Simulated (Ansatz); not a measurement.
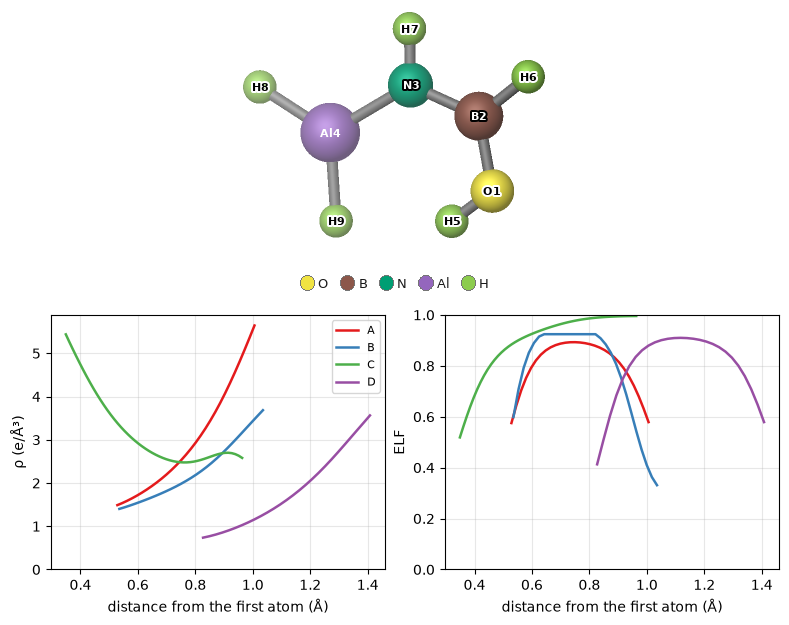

AlBH$_{5}$NO. Electron density and electron localisation function along straight lines between neighbouring atoms. The curves leave out the atomic cores. The structure is drawn too.

Geometry: PBE0-D4/def2-TZVP.

All numbers below come from RKS PBE0-D4/def2-TZVPP in Ansatz 0.2.0.

The calculation's input:

```
crystal:
  periodic: [false, false, false]
  atoms:
    - {symbol: O, position_ang: [-0.460542, 1.775741, -0.537851]}
    - {symbol: B, position_ang: [0.414978, 1.223769, 0.350496]}
    - {symbol: N, position_ang: [0.550275, -0.185126, 0.540160]}
    - {symbol: Al, position_ang: [-0.332059, -1.505688, -0.280840]}
    - {symbol: H, position_ang: [-0.983395, 1.134106, -1.030025]}
    - {symbol: H, position_ang: [1.083457, 1.994097, 0.981457]}
    - {symbol: H, position_ang: [1.242604, -0.428268, 1.234890]}
    - {symbol: H, position_ang: [-0.024600, -3.010522, 0.082633]}
    - {symbol: H, position_ang: [-1.402216, -1.044409, -1.357919]}
basis:
  gaussian: {orbitals: def2-TZVPP}
hamiltonian: {xc: pbe0, dispersion: d4}
output: {orbitals: {seedname: orbitals}}
```

Launched as:

```sh
ansatz run in.yaml --threads 2 --pin off --events-out ev --progress --plain --max-ram 4352MiB
```

**Which curve belongs to which contact (Al–N, B–N, B–O and O–H)? The first atom named is at distance zero.**

Curve A: B–O (1.36 Å): ρ is about 2.1 e/Å³ halfway; the ELF peaks at about 0.90 between the atoms: a polar covalent bond. Curve B: B–N (1.43 Å): ρ is about 1.9 e/Å³ halfway; the ELF peaks at about 0.90 between the atoms (a polar covalent bond). Curve C: O–H (0.96 Å): ρ at the midpoint is about 3.8 e/Å³; the ELF climbs to about 1 towards the hydrogen, as it does in any bond to H (a covalent bond by its length). Curve D: Al–N (1.79 Å): ρ at the midpoint is about 0.85 e/Å³; the ELF peaks at about 0.90 in the valence shell of N, 0.7 Å from its nucleus, and is about 0.70 at the midpoint.
